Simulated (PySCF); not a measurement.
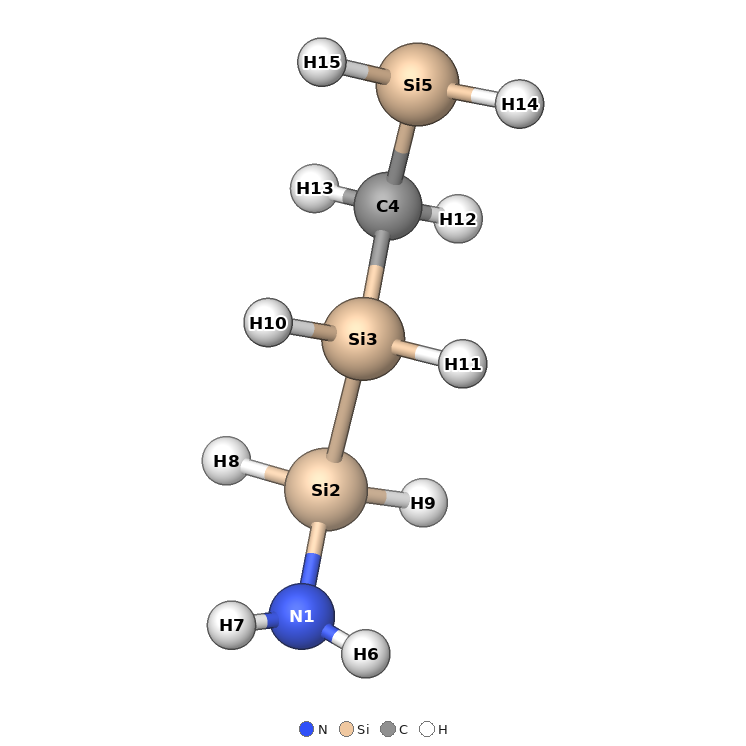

State: neutral, doublet. Computed geometry: PBE0-D3(BJ)/def2-SVP optimisation. No frequency run is at hand to confirm it as a minimum. Method: UKS B3LYP, IGLO-III on C N Si, pcH-1 on H, non-relativistic (PySCF 2.14.0).

Give the isotropic hyperfine couplings (Fermi-contact term alone) of N1, Si2, Si3, C4, Si5, H6, H7, H8, H9, H10, H11, H12, H13, H14, H15.

| atom | isotope | a_iso (MHz) |
| --- | --- | --- |
| N1 | 14N | 0.4 |
| Si2 | 29Si | −27.0 |
| Si3 | 29Si | −42.8 |
| C4 | 13C | 11.8 |
| Si5 | 29Si | −493.4 |
| H6 | 1H | −0.8 |
| H7 | 1H | −0.8 |
| H8 | 1H | 1.6 |
| H9 | 1H | 1.6 |
| H10 | 1H | 0.1 |
| H11 | 1H | 0.1 |
| H12 | 1H | 6.0 |
| H13 | 1H | 5.9 |
| H14 | 1H | 52.1 |
| H15 | 1H | 52.1 |
